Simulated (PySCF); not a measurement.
## Electronic structure of C$_{6}$H$_{14}$O$_{2}$Si in real space

```json
{"atom": "C", "x (Å)": "1.6744", "y (Å)": "1.6792", "z (Å)": "0.0711"}
{"atom": "Si", "x (Å)": "0.8706", "y (Å)": "0.0238", "z (Å)": "0.5302"}
{"atom": "O", "x (Å)": "1.5350", "y (Å)": "-1.1980", "z (Å)": "-0.4245"}
{"atom": "C", "x (Å)": "2.7997", "y (Å)": "-1.5147", "z (Å)": "-0.3618"}
{"atom": "O", "x (Å)": "3.6084", "y (Å)": "-1.0238", "z (Å)": "0.3673"}
{"atom": "C", "x (Å)": "-0.9857", "y (Å)": "-0.0772", "z (Å)": "0.0753"}
{"atom": "C", "x (Å)": "-1.7384", "y (Å)": "1.0285", "z (Å)": "0.8134"}
{"atom": "C", "x (Å)": "-1.5631", "y (Å)": "-1.4314", "z (Å)": "0.4950"}
{"atom": "C", "x (Å)": "-1.1978", "y (Å)": "0.1006", "z (Å)": "-1.4305"}
{"atom": "H", "x (Å)": "1.2876", "y (Å)": "2.4934", "z (Å)": "0.6753"}
{"atom": "H", "x (Å)": "1.5039", "y (Å)": "1.9296", "z (Å)": "-0.9737"}
{"atom": "H", "x (Å)": "2.7481", "y (Å)": "1.6321", "z (Å)": "0.2269"}
{"atom": "H", "x (Å)": "1.0974", "y (Å)": "-0.3397", "z (Å)": "1.9299"}
{"atom": "H", "x (Å)": "3.0431", "y (Å)": "-2.3165", "z (Å)": "-1.0832"}
{"atom": "H", "x (Å)": "-1.3748", "y (Å)": "2.0088", "z (Å)": "0.5162"}
{"atom": "H", "x (Å)": "-2.8036", "y (Å)": "0.9782", "z (Å)": "0.5915"}
{"atom": "H", "x (Å)": "-1.6097", "y (Å)": "0.9317", "z (Å)": "1.8884"}
{"atom": "H", "x (Å)": "-1.0475", "y (Å)": "-2.2429", "z (Å)": "-0.0128"}
{"atom": "H", "x (Å)": "-1.4626", "y (Å)": "-1.5791", "z (Å)": "1.5680"}
{"atom": "H", "x (Å)": "-2.6215", "y (Å)": "-1.4869", "z (Å)": "0.2416"}
{"atom": "H", "x (Å)": "-0.6607", "y (Å)": "-0.6646", "z (Å)": "-1.9860"}
{"atom": "H", "x (Å)": "-2.2573", "y (Å)": "0.0193", "z (Å)": "-1.6726"}
{"atom": "H", "x (Å)": "-0.8501", "y (Å)": "1.0767", "z (Å)": "-1.7619"}
```

Geometry: GFN2-xTB.

Level of theory: PBE0/pcSseg-1, SCF density, gas phase, non-relativistic (PySCF 2.14.0).

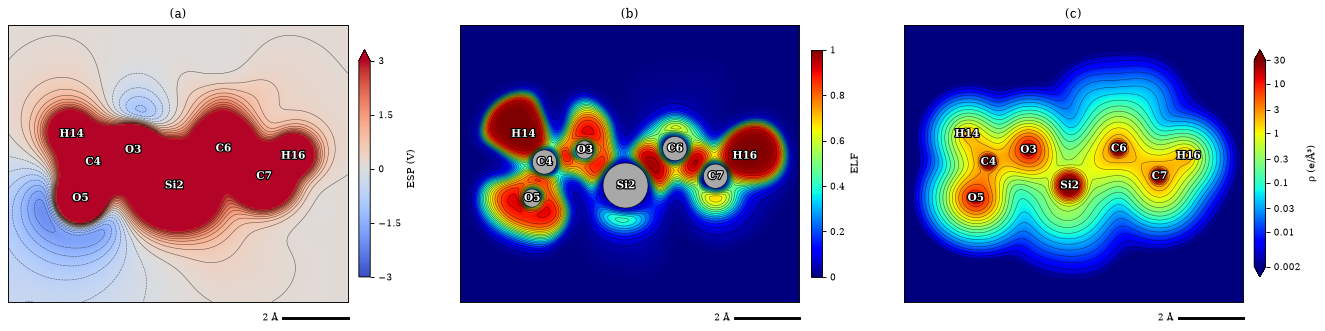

Figure 1. (a) electrostatic potential; (b) electron localisation function; (c) electron density on the plane of atoms Si2, C6 and C7. Grey discs cover the atomic cores in the ELF map.

> Describe what can be read from this map.

The plane passes through Si, O, C and H nuclei. C–O (1.19 Å): the density is about 3.4 e/Å³ at the midpoint; the ELF peaks at about 0.85 between the atoms; a short, multiple covalent bond. C–C (1.53 Å): ρ is about 1.6 e/Å³ halfway; the ELF peaks at about 0.95 between the atoms, as expected for a covalent bond. Si–O (1.69 Å): the density is about 1 e/Å³ at the midpoint; the ELF peaks at about 0.90 between the atoms: a polar covalent bond. C–Si (1.91 Å): ρ at the midpoint is about 0.94 e/Å³; the ELF peaks at about 0.95 between the atoms (a covalent bond). C–H (1.11 Å): ρ is about 2 e/Å³ halfway; the ELF climbs to about 1 towards the hydrogen, as it does in any bond to H: a covalent bond by its length. The ELF also peaks beside O5 and O3, away from the bonds: lone-pair regions. Outside the dense part of the molecule the potential is most negative (−2.0 V) near O5.

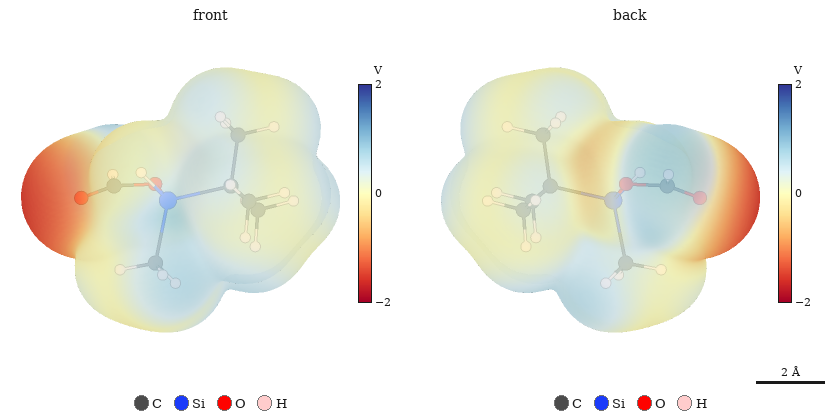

Figure 2. The molecular electrostatic potential painted on the density surface at 0.001 e/bohr³, seen from the front and from behind; red is negative and blue positive.

> Describe the electrostatic potential map.

The most negative region (about −1.5 V) lies over O5, the most positive (about +0.8 V) over Si2 and H14. O5 is the likeliest acceptor of a hydrogen bond.
